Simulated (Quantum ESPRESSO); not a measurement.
Two runs for the Al K edge of atom 2 in GdAl (Pm-3m). Run A: Quantum ESPRESSO XSpectra, LDA, excited-electron core hole (neutral cell), 8-atom cell with 6.3 Å between holes, 6×6×6 k points, dipole transitions, Lorentzian half width 0.4 eV, without spin-orbit coupling. Run B differs in one choice.

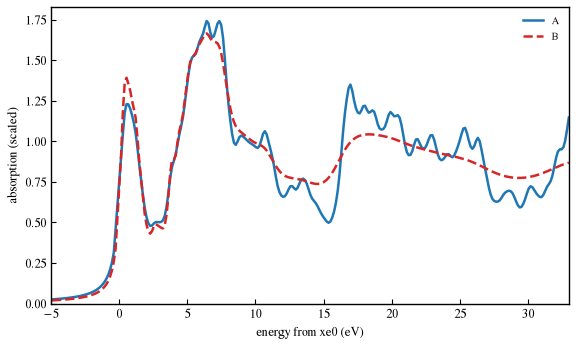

Energy from the energy zero of the input (xe0, at the border of filled and empty states); intensity scaled to a mean of 1 over the first 20 eV.

Q: What was changed?
a) the broadening
b) the volume of the cell
c) the k mesh of the spectrum
d) the k mesh of the field

(a): run B changes the broadening from Lorentzian half width 0.4 eV to Lorentzian half width 0.3 eV up to 4 eV, rising linearly to 2.5 eV at 25 eV. Against the first run the r.m.s. difference is 11 %. The highest intensity below 16 eV goes from 6.4 eV (1.74) to 6.4 eV (1.67). Other settings could leave a like mark; this is the one that was changed.

[Hosts, paths, dates, database ids (printed as entryN), source tags and the programs' standing remarks are cut or masked in the printed files.]

[Lists of maxima count a maximum above −3 eV only where it reaches 4 % of the highest in the window and stands out from its surroundings by 2 % of it (1.5 % where it reaches 55 %); shoulders and weaker maxima are passed over, and of the rest the first, up to two pre-edge ones and the few strongest are named.]
